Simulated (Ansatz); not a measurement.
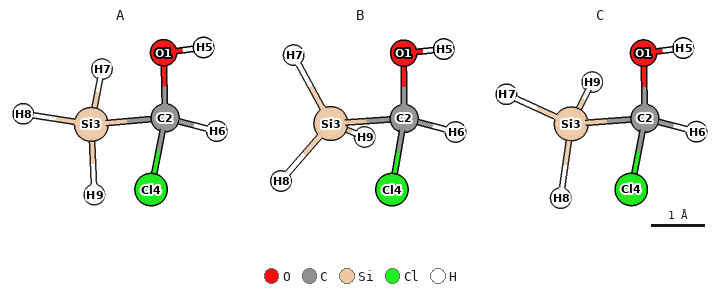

3 geometries from a converged minimum-energy path of CH5ClOSi, shuffled. The picture is a ball-and-stick view, seen from a free direction.

The calculation used Ansatz, RKS B3LYP/def2-SVP. Set-up: 7 movable images; climbing image; force threshold 0.05 eV/Å; iteration limit 49; starting path by image-dependent pair potential.

> One of them is the converged climbing image. Which?

B. In order along the path, whose images run from 0 to 8: C (image 1, +1.8 kJ/mol), B (image 4, +12.4 kJ/mol), A (image 8, 0.0 kJ/mol). The motion is a rotation about the C2–Si3 bond by about 120°. No bond forms or breaks between the ends. Among the angles between lasting bonds that change up to the highest image: Si3–C2–Cl4 107.0° → 109.6°, C2–Si3–H8 108.7° → 111.2°.

Cost: 100 s on 1 thread of Arm Neoverse V2, on a shared host, peak memory 0.17 GiB.
